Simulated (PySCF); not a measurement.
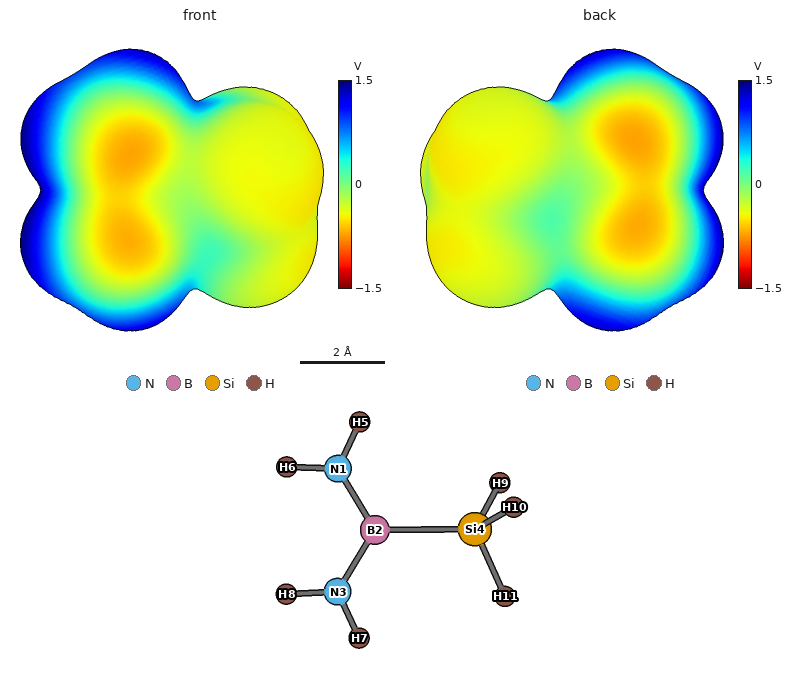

Figure 1: BH7N2Si (SMILES NB(N)[SiH3]). The molecular electrostatic potential painted on the density surface at 0.001 e/bohr³, seen from the front and from behind; red is negative and blue positive. The bare structure is drawn below in the same view.

Geometry: GFN2-xTB.

These are results of PBE0/pcSseg-1, SCF density, gas phase, non-relativistic (PySCF), not measurements.

Input

```
{"job": {"kind": "nmr", "xc": "PBE0", "basis": "pcSseg-1"}, "charge": 0, "multiplicity": 1}
N     -0.631056     1.505058    -0.054631
B     -0.354925     0.126766    -0.016989
N     -1.449717    -0.755349    -0.017547
Si     1.489815    -0.538418     0.041791
H      0.077588     2.215902    -0.058540
H     -1.563147     1.885250    -0.078165
H     -1.358854    -1.754657     0.007896
H     -2.409505    -0.452295    -0.039480
H      2.371899    -0.003065    -1.013688
H      2.214193    -0.223295     1.288844
H      1.619133    -2.003225    -0.085455
```

Run with:

```sh
OMP_NUM_THREADS=1 python probes_run.py task.json out
```

Describe the electrostatic potential map.

Answer. The most negative region (about −0.7 V) lies over N1 and N3, the most positive (about +1.4 V) over H6 and H8.

How polar is the molecule by this calculation?

Answer. Its dipole moment is 2.69 D.
